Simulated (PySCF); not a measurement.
# Run report: WClF₅, geometry relaxation

- system: WClF₅, SMILES [F][W]([F])([F])([F])([F])[Cl]
- method: PBE0-D3(BJ)/def2-SVP geometry optimisation, gas phase (PySCF 2.14.0)

It belongs to a series of runs on one base structure; here: one ligand: F to Cl.

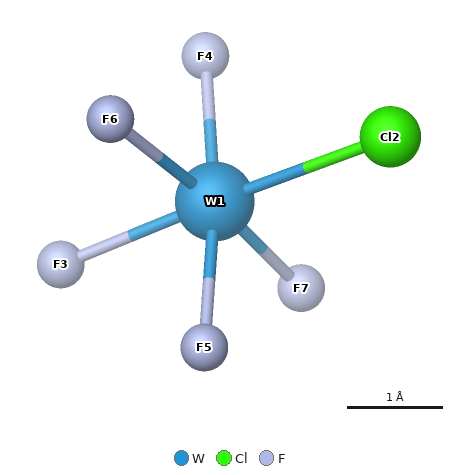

**Figure 1.** The structure as given in the input (ball-and-stick view, seen at a tilt; atoms are numbered from 1 in the order of the input). Sticks mark near contacts.

Key numbers

```csv
quantity,value
outcome,converged
total energy,−1025.604193 hartree
dipole moment,0.85 D
point group,C4v
hardware,"1 CPU thread, shared host"
wall time,1.7 min
peak memory,0.47 GiB
```

Input file
```
{"job": {"xc": "PBE0", "basis": "def2-SVP", "d3": "d3bj", "grid": 1, "maxiter": 30, "shake": 0.03, "kind": "geom"}, "charge": 0, "multiplicity": 1}
W      0.061910    -0.076860    -0.022000
Cl    -0.034030    -0.024530     2.222560
F     -0.046950     0.002950    -1.907720
F      1.929340     0.012470    -0.074680
F     -1.836100    -0.024520    -0.124070
F     -0.016320     1.843140    -0.077490
F      0.034000    -1.834660    -0.085160
```

The first line tells a small driver script what to run in PySCF; the rest is the geometry in Å.

Launch command:
```bash
OMP_NUM_THREADS=1 python <driver script> task.json out
```

The program's output
```
step   0  E = -1025.59070152  max force = 0.113615
step   1  E = -1025.59920279  max force = 0.029701
step   2  E = -1025.60118756  max force = 0.016426
step   3  E = -1025.60131064  max force = 0.026640
step   4  E = -1025.60406123  max force = 0.003936
step   5  E = -1025.60390671  max force = 0.002884
step   6  E = -1025.60409549  max force = 0.001370
step   7  E = -1025.60414469  max force = 0.003316
step   8  E = -1025.60418219  max force = 0.000516
step   9  E = -1025.60415544  max force = 0.001860
step  10  E = -1025.60418424  max force = 0.000612
step  11  E = -1025.60419328  max force = 0.000322
optimisation converged
```

Trajectory as extended XYZ (Å, eV, eV/Å), 12 frames, from step=0 to step=11
```
7
Properties=species:S:1:pos:R:3:forces:R:3 step=0 energy=-27907.74448
W     0.0619   -0.0769   -0.0220   -1.4176   5.8423  -1.7141
Cl   -0.0340   -0.0245    2.2226    0.0635  -0.0682   0.1875
F    -0.0469    0.0029   -1.9077    0.4254  -0.2329   1.2057
F     1.9293    0.0125   -0.0747   -1.1053  -0.1943  -0.0182
F    -1.8361   -0.0245   -0.1241    1.6513  -0.2414   0.3110
F    -0.0163    1.8431   -0.0775    0.2753  -2.0283   0.1402
F     0.0340   -1.8347   -0.0852    0.1073  -3.0772  -0.1121
7
Properties=species:S:1:pos:R:3:forces:R:3 step=1 energy=-27907.97581
W     0.0412   -0.0306   -0.0344   -0.1667  -1.5273   0.3960
Cl   -0.1057    0.0247    2.2186    0.3639  -0.1927   0.3867
F     0.0123    0.0063   -1.8611   -0.1817  -0.0301  -0.8300
F     1.8511    0.0463   -0.1678    1.0857  -0.2080   0.2973
F    -1.7718   -0.0311   -0.0715   -1.2221  -0.0186  -0.3023
F     0.0276    1.7778   -0.0464   -0.0488   1.3354  -0.0995
F     0.0371   -1.8953   -0.1060    0.1697   0.6412   0.1518
7
Properties=species:S:1:pos:R:3:forces:R:3 step=2 energy=-27908.02982
W     0.0242   -0.0197   -0.0418   -0.2214  -0.8447   0.1316
Cl    0.0386   -0.0238    2.2266   -0.2619   0.0454   0.0289
F    -0.0546    0.0236   -1.8804    0.5263  -0.2034  -0.3337
F     1.8587   -0.0002   -0.0254    0.2380   0.0589  -0.3666
F    -1.8055   -0.0066   -0.1703   -0.4079  -0.1990   0.4751
F    -0.0244    1.8093   -0.1013    0.1982   0.4076   0.1591
F     0.0548   -1.8845   -0.0759   -0.0713   0.7352  -0.0944
7
Properties=species:S:1:pos:R:3:forces:R:3 step=3 energy=-27908.03317
W     0.0269   -0.0277   -0.0356   -0.4325   1.3699  -0.6995
Cl   -0.0611   -0.0161    2.2390    0.1912  -0.0376  -0.2938
F     0.0108   -0.0128   -1.9061   -0.0836   0.0042   0.8028
F     1.8879    0.0075   -0.1358   -0.8519  -0.0846   0.2498
F    -1.8483   -0.0435   -0.0920    1.1581   0.0392  -0.0744
F     0.0277    1.8513   -0.0576   -0.0346  -1.2192  -0.0175
F     0.0480   -1.8607   -0.0805    0.0534  -0.0719   0.0326
7
Properties=species:S:1:pos:R:3:forces:R:3 step=4 energy=-27908.10801
W     0.0186   -0.0190   -0.0423   -0.1128   0.1981  -0.0547
Cl   -0.0259   -0.0089    2.2238    0.0461  -0.0471   0.0485
F     0.0007   -0.0104   -1.8898    0.0379   0.0187  -0.0186
F     1.8575    0.0030   -0.1013    0.0582  -0.0305   0.0411
F    -1.8219   -0.0344   -0.1115   -0.0253   0.0079   0.0205
F     0.0176    1.8217   -0.0625   -0.0168   0.0553  -0.0580
F     0.0452   -1.8540   -0.0850    0.0126  -0.2024   0.0211
7
Properties=species:S:1:pos:R:3:forces:R:3 step=5 energy=-27908.10381
W     0.0164   -0.0118   -0.0413   -0.0124  -0.1179  -0.0146
Cl   -0.0229   -0.0415    2.2272    0.0504   0.1208  -0.0077
F     0.0095    0.0064   -1.8879    0.0026  -0.1377  -0.0456
F     1.8562   -0.0050   -0.0981    0.0327   0.0298   0.0615
F    -1.8228   -0.0218   -0.1042   -0.0585  -0.0299  -0.0018
F     0.0098    1.8274   -0.1022    0.0270   0.0523   0.1483
F     0.0456   -1.8558   -0.0621   -0.0417   0.0825  -0.1400
7
Properties=species:S:1:pos:R:3:forces:R:3 step=6 energy=-27908.10895
W     0.0176   -0.0158   -0.0419   -0.0705   0.0500  -0.0478
Cl   -0.0229   -0.0262    2.2256    0.0416   0.0420   0.0154
F     0.0037   -0.0003   -1.8892    0.0311  -0.0683  -0.0168
F     1.8574   -0.0005   -0.0983    0.0275   0.0017   0.0423
F    -1.8227   -0.0283   -0.1093   -0.0222  -0.0168   0.0194
F     0.0120    1.8249   -0.0829    0.0106   0.0272   0.0538
F     0.0467   -1.8558   -0.0726   -0.0182  -0.0358  -0.0663
7
Properties=species:S:1:pos:R:3:forces:R:3 step=7 energy=-27908.11028
W     0.0136   -0.0150   -0.0448    0.0073  -0.1008   0.0074
Cl   -0.0070   -0.0131    2.2251   -0.0157  -0.0162  -0.0324
F     0.0054   -0.0088   -1.8927    0.0579   0.0013   0.0232
F     1.8557   -0.0046   -0.0840   -0.0435   0.0087  -0.0243
F    -1.8272   -0.0271   -0.1145    0.0206  -0.0117   0.0554
F     0.0106    1.8275   -0.0734    0.0031  -0.0517  -0.0278
F     0.0408   -1.8608   -0.0842   -0.0298   0.1705  -0.0015
7
Properties=species:S:1:pos:R:3:forces:R:3 step=8 energy=-27908.11130
W     0.0134   -0.0151   -0.0444   -0.0033   0.0007   0.0042
Cl   -0.0091   -0.0154    2.2243    0.0028  -0.0064  -0.0002
F     0.0106   -0.0108   -1.8918    0.0239  -0.0007  -0.0044
F     1.8544   -0.0022   -0.0871    0.0023  -0.0178   0.0016
F    -1.8274   -0.0284   -0.1085    0.0029   0.0149   0.0242
F     0.0161    1.8260   -0.0772   -0.0265   0.0080  -0.0173
F     0.0339   -1.8562   -0.0839   -0.0021   0.0014  -0.0081
7
Properties=species:S:1:pos:R:3:forces:R:3 step=9 energy=-27908.11058
W     0.0143   -0.0142   -0.0441   -0.0115   0.0462  -0.0027
Cl   -0.0098   -0.0140    2.2238    0.0297  -0.0077   0.0193
F     0.0193   -0.0127   -1.8914   -0.0154   0.0126  -0.0157
F     1.8547   -0.0167   -0.0904    0.0258   0.0561   0.0339
F    -1.8262   -0.0182   -0.1002   -0.0186  -0.0398  -0.0162
F     0.0046    1.8264   -0.0795    0.0455   0.0283  -0.0205
F     0.0349   -1.8526   -0.0868   -0.0555  -0.0956   0.0018
7
Properties=species:S:1:pos:R:3:forces:R:3 step=10 energy=-27908.11136
W     0.0140   -0.0148   -0.0442   -0.0074   0.0162  -0.0009
Cl   -0.0106   -0.0153    2.2243    0.0178  -0.0050   0.0051
F     0.0143   -0.0109   -1.8916    0.0056   0.0013  -0.0064
F     1.8548   -0.0084   -0.0892    0.0085   0.0202   0.0194
F    -1.8267   -0.0239   -0.1048   -0.0046  -0.0151   0.0048
F     0.0096    1.8262   -0.0783    0.0116   0.0109  -0.0154
F     0.0365   -1.8550   -0.0847   -0.0315  -0.0287  -0.0065
7
Properties=species:S:1:pos:R:3:forces:R:3 step=11 energy=-27908.11161
W     0.0136   -0.0148   -0.0442   -0.0009   0.0119  -0.0026
Cl   -0.0083   -0.0166    2.2243    0.0102   0.0003   0.0024
F     0.0143   -0.0106   -1.8918    0.0104  -0.0048  -0.0017
F     1.8546   -0.0059   -0.0869    0.0035   0.0034   0.0102
F    -1.8270   -0.0250   -0.1049   -0.0031  -0.0021   0.0103
F     0.0114    1.8264   -0.0804   -0.0035   0.0029  -0.0074
F     0.0332   -1.8555   -0.0846   -0.0166  -0.0115  -0.0113
```

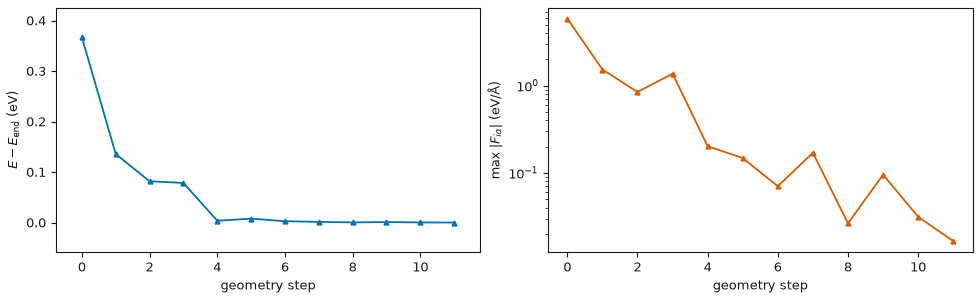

**Figure 2.** Progress of the relaxation, step by step (steps are counted from 0).

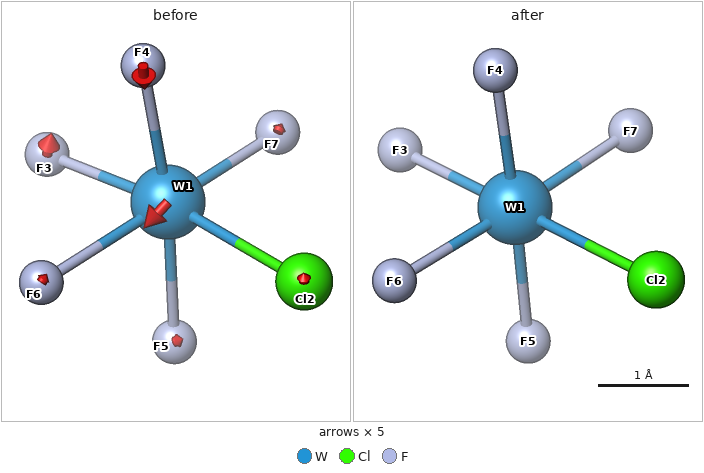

**Figure 3.** Before (left) and after (right) the relaxation, at one scale (ball-and-stick view, seen at a tilt). The red arrows give the displacements, magnified 5 times. The energy falls by 0.367 eV in 11 geometry steps. The largest force component goes from 5.8 to 0.017 eV/Å. The atom that moves furthest after the best rigid fit is W1 (0.082 Å). By element the largest moves are W 0.082 Å, F 0.076 Å, Cl 0.025 Å. Among the contacts that change: W1–F7 1.759 → 1.841 Å, W1–F6 1.922 → 1.842 Å, W1–F5 1.901 → 1.842 Å, W1–F3 1.891 → 1.848 Å. Among the angles that change: Cl2–W1–F3 173.1° → 179.5°, F3–W1–F5 83.6° → 88.1°, F5–W1–F6 86.0° → 90.2°. (Atoms are counted from 1 in the order of the input.)
